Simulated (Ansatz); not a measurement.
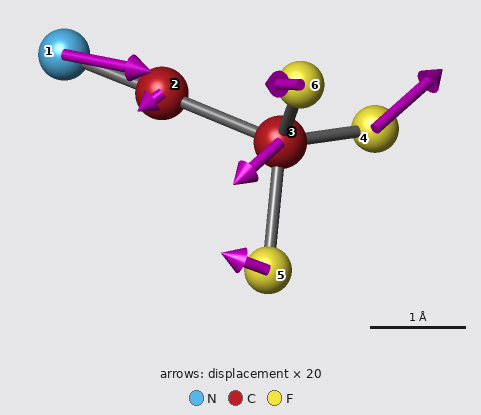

A relaxation of C2NF3 (coarse preliminary run). The starting structure is drawn; purple arrows show the displacements, 20 times their true length. The two geometries are superimposed by the best rigid fit.

A ball-and-stick model, seen from a free direction.

The start comes from a force field.

Theory: RKS PBE-D4/def2-SVP (Ansatz 0.2.0). Set-up: force threshold 0.03 eV/Å; at most 200 steps.

Describe the change and its energy.

Answer. After 3 geometry steps the energy has fallen by 8.11 kcal/mol. The largest force component goes from 4.4 to 0.016 eV/Å. The atom that moves furthest after the best rigid fit is F4 (0.057 Å). Largest moves by element: F 0.057 Å, N 0.054 Å, C 0.038 Å. Near-neighbour distances that change, for instance: C3–F4 1.259 → 1.342 Å, N1–C2 1.228 → 1.168 Å, C3–F5 1.375 → 1.342 Å. Among the angles between lasting bonds that change: F4–C3–F6 111.0° → 108.9°.
